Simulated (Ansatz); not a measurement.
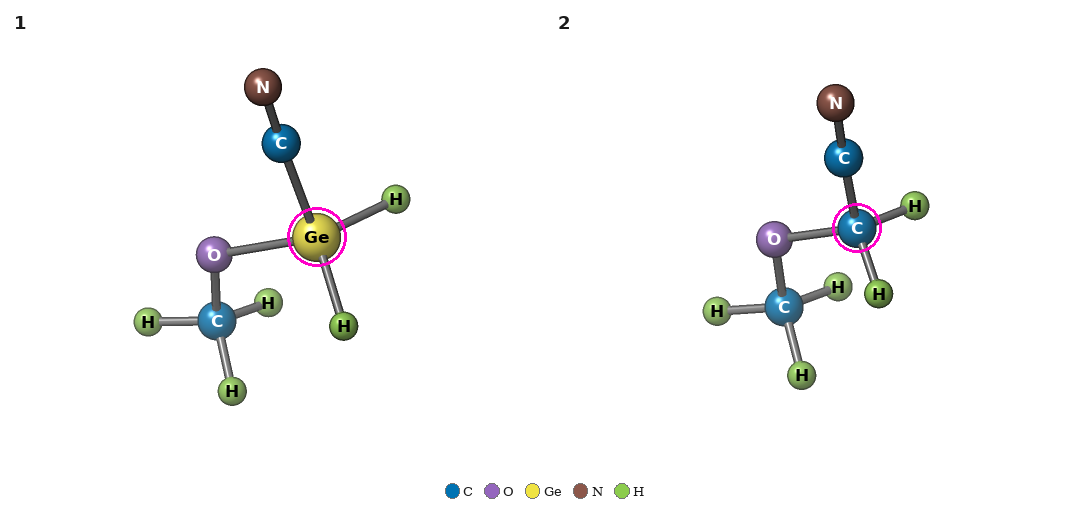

2 molecules with one skeleton, seen from the same side and at one scale; the atom that differs is circled. Each species is neutral and a spin singlet. Computed geometries: PBE0-D4/def2-TZVP optimisations, one conformation each. Properties computed with Ansatz 0.2.0.

One atom differs, called X below: Ge in panel 1, C in panel 2. Their formulas are C2H5GeNO (`C[O][GeH2][C]#N`), C3H5NO (`COCC#N`).

> In which is the length of X–O larger (PBE0-D4/def2-TZVP)?

In panel 1 (X = Ge).

> In which is the length of X–C larger (PBE0-D4/def2-TZVP)?

In panel 1 (X = Ge).

Give the values. With PBE0-D4/def2-TZVP: length of X–C (Å), mean length of X–H (Å), length of X–O (Å), angle O–X–C (°). With PBE0-D4/def2-TZVPP: HOMO energy (Kohn–Sham orbital) (eV), HOMO–LUMO gap (eV). With r2SCAN-D4/def2-TZVPP: dipole moment (D).

| quantity | 1 (Ge) | 2 (C) | 2 − 1 |
| --- | --- | --- | --- |
| length of X–C (Å) | 1.920 | 1.459 | −0.461 |
| mean length of X–H (Å) | 1.534 | 1.101 | −0.433 |
| length of X–O (Å) | 1.765 | 1.395 | −0.370 |
| angle O–X–C (°) | 103.5 | 109.6 | +6.1 |
| HOMO energy (Kohn–Sham orbital) (eV) | −8.46 | −8.35 | +0.11 |
| HOMO–LUMO gap (eV) | 7.55 | 8.38 | +0.83 |
| dipole moment (D) | 4.64 | 4.73 | +0.09 |
